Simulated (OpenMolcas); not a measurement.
**Multiconfigurational calculation: Ni³⁺ complex (part 2 of 2)**

The same run, continued: Ni³⁺ with 6 ligands (H2O; octahedron, 2.05 Å), with no charges around it. Method: state-averaged CASSCF, active space 7 electrons in the shell 3d, basis ANO-RCC-VTZP on the metal and ANO-RCC-VDZP on the ligands, DKH2 scalar Hamiltonian, spin-orbit coupling by RASSI with atomic mean-field integrals (OpenMolcas).

**The program's output (extracts), continued**
```
--- RASSI ---
SPIN-FREE ENERGIES:
  (Shifted by EMIN (a.u.) =      -1974.6746220288)

 SF State       Relative EMIN(au)   Rel lowest level(eV)    D:o, cm**(-1)

     1             0.0000000000        0.0000000000              0.0000
     2             0.0000000000        0.0000000000              0.0000
     3             0.0000000000        0.0000000000              0.0000
     4             0.0316812555        0.8620908793           6953.2319
     5             0.0316812555        0.8620908793           6953.2319
     6             0.0316812555        0.8620908793           6953.2319
     7             0.0696016184        1.8939565225          15275.7895
    11             0.0704661159        1.9174806961          15465.5248
    12             0.0704661159        1.9174806961          15465.5248
    13             0.0973846763        2.6499720403          21373.4659
    14             0.0973846763        2.6499720403          21373.4659
    15             0.0973846763        2.6499720403          21373.4659
    16             0.0996846333        2.7125570609          21878.2482
    17             0.0996846333        2.7125570609          21878.2482
    18             0.0996846333        2.7125570609          21878.2482
    10             0.1171470163        3.1877327083          25710.7982
     8             0.1171470163        3.1877327083          25710.7982
     9             0.1171470163        3.1877327083          25710.7982
    19             0.1252615699        3.4085409597          27491.7369
    20             0.1252615699        3.4085409597          27491.7369
    21             0.1252615699        3.4085409597          27491.7369
    22             0.1265120945        3.4425694674          27766.1953
    23             0.1396567904        3.8002548667          30651.1226
    24             0.1396567904        3.8002548667          30651.1226
    25             0.1396567904        3.8002548667          30651.1226
    26             0.1485262146        4.0416041921          32597.7362
    27             0.1485262146        4.0416041921          32597.7362
    28             0.1485262146        4.0416041921          32597.7362
    29             0.1601406239        4.3576483715          35146.8044
    30             0.1601406239        4.3576483715          35146.8044
    31             0.1751864489        4.7670661255          38448.9813
    32             0.1751864489        4.7670661255          38448.9813
    33             0.1751864489        4.7670661255          38448.9813
    34             0.1778213103        4.8387643586          39027.2665
    35             0.1778213103        4.8387643586          39027.2665
    36             0.1778213103        4.8387643586          39027.2665
    37             0.1798988804        4.8952979198          39483.2405
    38             0.1798988804        4.8952979198          39483.2405
    39             0.2297520022        6.2518704726          50424.7360
    40             0.2297520022        6.2518704726          50424.7360
Eigenvalues of complex Hamiltonian:
   -----------------------------------
  (Shifted by EMIN (a.u.) =      -1974.6746220288)

 SO State       Relative EMIN(au)   Rel lowest level(eV)    D:o, cm**(-1)

     1            -0.0042290084        0.0000000000              0.0000
     2            -0.0042290084        0.0000000000              0.0000
     3            -0.0020825144        0.0584090781            471.1010
     4            -0.0020825144        0.0584090780            471.1010
     5            -0.0020825144        0.0584090780            471.1010
     6            -0.0020825144        0.0584090781            471.1010
     7             0.0014568088        0.1547189689           1247.8926
     8             0.0014568088        0.1547189689           1247.8926
     9             0.0014568088        0.1547189689           1247.8926
    10             0.0014568088        0.1547189689           1247.8926
    11             0.0021685445        0.1740862832           1404.1006
    12             0.0021685445        0.1740862832           1404.1006
    13             0.0308434723        0.9543708176           7697.5198
    14             0.0308434723        0.9543708176           7697.5198
    15             0.0312288453        0.9648573536           7782.0994
    16             0.0312288453        0.9648573535           7782.0994
    17             0.0312288453        0.9648573535           7782.0994
    18             0.0312288453        0.9648573536           7782.0994
    19             0.0317528551        0.9791163859           7897.1062
    20             0.0317528551        0.9791163859           7897.1062
    21             0.0317528551        0.9791163858           7897.1062
    22             0.0317528551        0.9791163858           7897.1062
    23             0.0329779460        1.0124528067           8165.9826
    24             0.0329779460        1.0124528067           8165.9826
    25             0.0697475909        2.0130058168          16235.9869
    26             0.0697475909        2.0130058168          16235.9869
    27             0.0697475909        2.0130058168          16235.9869
    28             0.0697475909        2.0130058168          16235.9869
    29             0.0701791174        2.0247482508          16330.6960
    30             0.0701791174        2.0247482508          16330.6960
    31             0.0701791174        2.0247482506          16330.6960
    32             0.0701791174        2.0247482506          16330.6960
    33             0.0957340838        2.7201343112          21939.3628
    34             0.0957340838        2.7201343112          21939.3628
    35             0.0957340838        2.7201343119          21939.3628
    36             0.0957340838        2.7201343119          21939.3628
    37             0.0991589984        2.8133309857          22691.0447
    38             0.0991589984        2.8133309857          22691.0447
    39             0.0997436548        2.8292402970          22819.3619
    40             0.0997436548        2.8292402970          22819.3619
    41             0.0997436548        2.8292402963          22819.3619
Weights of the five most important spin-orbit-free states for each spin-orbit state.

 SO State  Total energy (au)           Spin-free states, spin, and weights
 -------------------------------------------------------------------------------------------------------
    1        -0.004229       2 1.5  0.3319    1 1.5  0.3319    3 1.5  0.3319   22 0.5  0.0010    4 1.5  0.0009
    2        -0.004229       2 1.5  0.3319    1 1.5  0.3319    3 1.5  0.3319   22 0.5  0.0010    4 1.5  0.0009
    3        -0.002083       3 1.5  0.3967    1 1.5  0.3416    2 1.5  0.2496    5 1.5  0.0036    4 1.5  0.0034
    4        -0.002083       2 1.5  0.4085    1 1.5  0.3140    3 1.5  0.2654    6 1.5  0.0036    4 1.5  0.0035
    5        -0.002083       2 1.5  0.4397    1 1.5  0.2980    3 1.5  0.2502    6 1.5  0.0036    4 1.5  0.0035
    6        -0.002083       3 1.5  0.4048    1 1.5  0.3637    2 1.5  0.2194    5 1.5  0.0036    4 1.5  0.0034
    7         0.001457       3 1.5  0.5144    2 1.5  0.2598    1 1.5  0.2028    4 1.5  0.0085    6 1.5  0.0077
    8         0.001457       3 1.5  0.5171    1 1.5  0.2425    2 1.5  0.2174    4 1.5  0.0078    6 1.5  0.0066
    9         0.001457       2 1.5  0.4357    1 1.5  0.3975    3 1.5  0.1437    5 1.5  0.0091    6 1.5  0.0063
   10         0.001457       1 1.5  0.4598    2 1.5  0.3897    3 1.5  0.1274    5 1.5  0.0084    4 1.5  0.0057
   11         0.002169       2 1.5  0.3320    3 1.5  0.3320    1 1.5  0.3320    6 1.5  0.0011    5 1.5  0.0011
   12         0.002169       2 1.5  0.3320    1 1.5  0.3320    3 1.5  0.3320    6 1.5  0.0011    4 1.5  0.0011
```

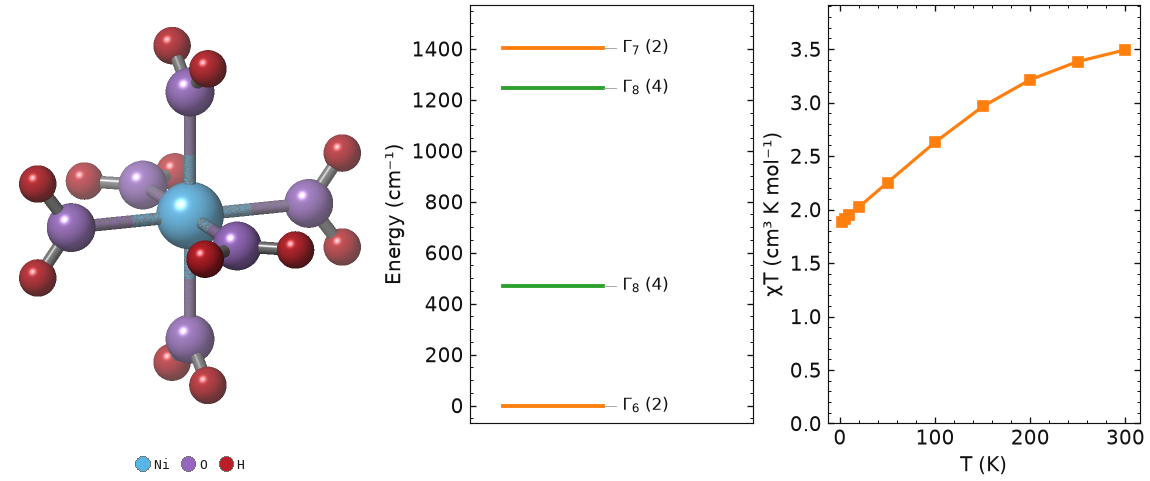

Figure 1. Ni³⁺ (3d⁷) with 6 ligands, H₂O, at 2.05 Å (arrangement: octahedron, Th), and its levels and susceptibility. Labels give the representation in O, Td, D4 or D3 as the site allows (double group for half-integer spin) where it could be assigned and, in brackets, the degeneracy; spin-free states, where drawn, share the zero of the spin-orbit levels. Powder susceptibility by Van Vleck's formula. The ground level is Γ₆, a Kramers doublet, 100 % from states of spin multiplicity 4. Its principal g values are 4.47, 4.47 and 4.47, isotropic. The next level lies at 471 cm⁻¹ (Γ₈). χT is 1.89 cm³ K mol⁻¹ at 2 K and 3.49 at 300 K, an effective moment of 5.29 μB. The active orbitals hold 92 to 98 % metal character (Löwdin), and the Mulliken charge of the metal is +2.08.

**The input**
```
&GATEWAY
Coord
19

Ni 0.0 0.0 0.0
O 2.050000 0.000000 0.000000
H 2.626978 0.779741 0.000000
H 2.626978 -0.779741 0.000000
O 0.000000 2.050000 0.000000
H 0.000000 2.626978 0.779741
H 0.000000 2.626978 -0.779741
O -2.050000 0.000000 0.000000
H -2.626978 0.779741 0.000000
H -2.626978 -0.779741 0.000000
O 0.000000 -2.050000 0.000000
H 0.000000 -2.626978 0.779741
H 0.000000 -2.626978 -0.779741
O 0.000000 0.000000 2.050000
H 0.779741 0.000000 2.626978
H -0.779741 0.000000 2.626978
O 0.000000 0.000000 -2.050000
H 0.779741 0.000000 -2.626978
H -0.779741 0.000000 -2.626978
Basis=Ni.ANO-RCC-VTZP,H.ANO-RCC-VDZP,O.ANO-RCC-VDZP
Group=XYZ
NoMove
AngMom=0.0 0.0 0.0
AMFI
RICD
&SEWARD
&RASSCF
FileOrb=start.orb
Symmetry=1
Spin=4
nActEl=7 0 0
Inactive=18 21
Ras2=5 0
CIRoot=10 10 1
SDav=10
CIMx=300
Iter=150 100
PrWF=0.3
OrbListing=Nothing
MaxOrb=0
LevShft=1.0
>>> COPY $Project.JobIph JOB001
&RASSCF
FileOrb=start.orb
Symmetry=1
Spin=2
nActEl=7 0 0
Inactive=18 21
Ras2=5 0
CIRoot=40 40 1
SDav=40
CIMx=300
Iter=150 100
PrWF=0.3
OrbListing=Nothing
MaxOrb=0
LevShft=1.0
>>> COPY $Project.JobIph JOB002
&RASSI
NrOfJobIphs=2 10 40
1 2 3 4 5 6 7 8 9 10
1 2 3 4 5 6 7 8 9 10 11 12 13 14 15 16 17 18 19 20 21 22 23 24 25 26 27
28 29 30 31 32 33 34 35 36 37 38 39 40
IphNames
JOB001
JOB002
EJob
SpinOrbit
DIPRint=1.0
SOCoupling=1000.0
Subsets=2
Property=9
'ANGMOM' 1 'ANGMOM' 2 'ANGMOM' 3 'MLTPL  1' 1 'MLTPL  1' 2 'MLTPL  1' 3
'AMFI' 1 'AMFI' 2 'AMFI' 3
SOProperty=3
'ANGMOM' 1 'ANGMOM' 2 'ANGMOM' 3
```

The file start.orb holds starting orbitals from an earlier step. A driver script formed the levels outside the program, from RASSI's spin-orbit matrix and the active-space energies, averaged over the components of each term or state.

Launched with:
```bash
OMP_NUM_THREADS=1 MOLCAS_MEM=2457 MOLCAS_PROJECT=a pymolcas a.inp > a.log  # once for each step of the input, in one work folder
```

**Key numbers**

- outcome: converged
- energy of the lowest spin-free term: −1974.67462 hartree
- energy of the lowest spin-orbit level: −1974.67885 hartree
- largest spread among components of a term: 0.0 cm⁻¹
- hardware: 1 thread of Arm Neoverse V2, 24 GiB of memory available, shared host
- wall time: 46 s
- peak memory: 0.2 GiB

**Remarks**

Without dynamic correlation the splittings between terms come out too large, often by 20 to 50 %. To bear in mind: small active space favours high spin, ground spin may be wrong; distances are set from ionic radii, not optimised.
